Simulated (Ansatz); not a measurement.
Consider BAs in the zinc blende structure (space group F-43m, No. 216; a = 4.7839 Å). Axes: x, y, z lie along the cube axes.

Structures relaxed with r2SCAN in Ansatz (plane waves to 500 eV, PAW, no spin-orbit coupling).

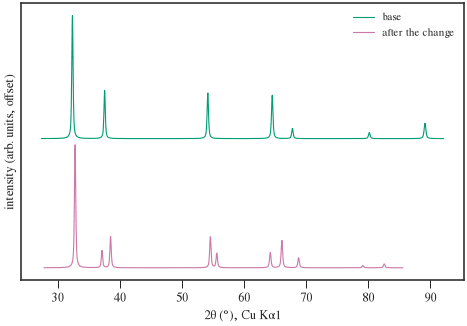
Fig. 1. Simulated powder patterns before (top) and after one change

Task: Name the change that was made.
A) biaxial strain −2.40 %, plane normal [001], relaxed out of plane
B) uniaxial stress, 2 GPa tension along z
C) strain tensor (xx, yy, zz, yz, xz, xy) = (+1.33, +0.18, +0.74, −0.59, +0.00, +0.59) %
D) tensor shear ε_xy = −0.66 %

Result: A, biaxial strain −2.40 %, plane normal [001], relaxed out of plane. Its volume per atom is 13.18 Å³ against 13.69 Å³, and its space group is I-4m2 (No. 119).

Beyond what the load breaks, stability against distortions was not tested.

Ansatz is a quantum-chemistry and plane-wave program.
